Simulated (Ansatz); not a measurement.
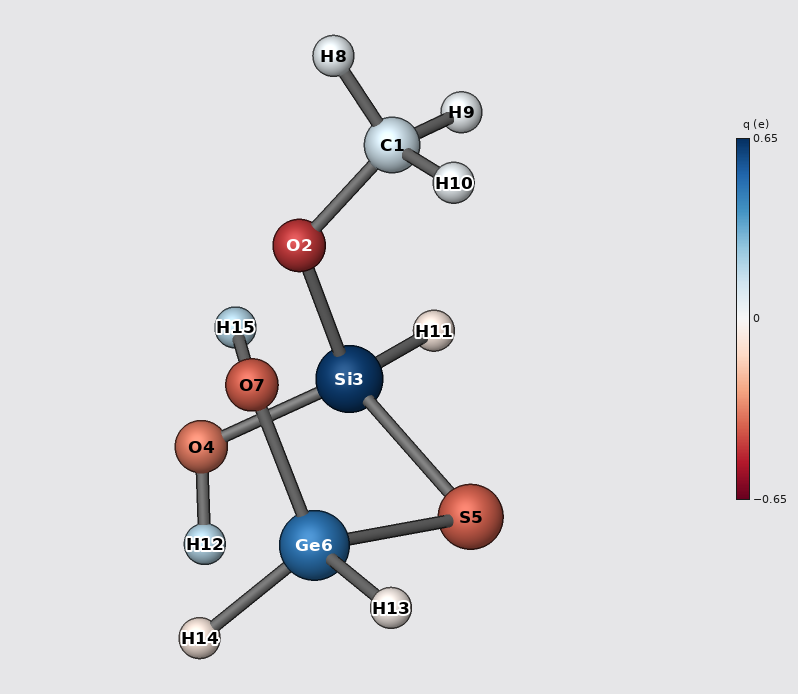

Atoms are coloured by their Mulliken charges. Computed geometry: PBE-D4/def2-SVP optimisation. No frequency run is at hand to confirm it as a minimum. Method: RKS PBE-D4/def2-SVP (Ansatz 0.2.0).

**Which atom carries the highest charge (most positive or least negative)?**

Si3 (0.62 e).

**And the lowest?**

O2 (−0.46 e).

List the Mulliken charges.

```
atom  value (e)
  C1       0.12
  O2      −0.46
 Si3       0.62
  O4      −0.34
  S5      −0.38
 Ge6       0.48
  O7      −0.39
  H8       0.05
  H9       0.04
 H10       0.04
 H11      −0.06
 H12       0.19
 H13      −0.04
 H14      −0.07
 H15       0.19
```

Mulliken values depend strongly on the basis set and can even reverse the polarity of a bond.
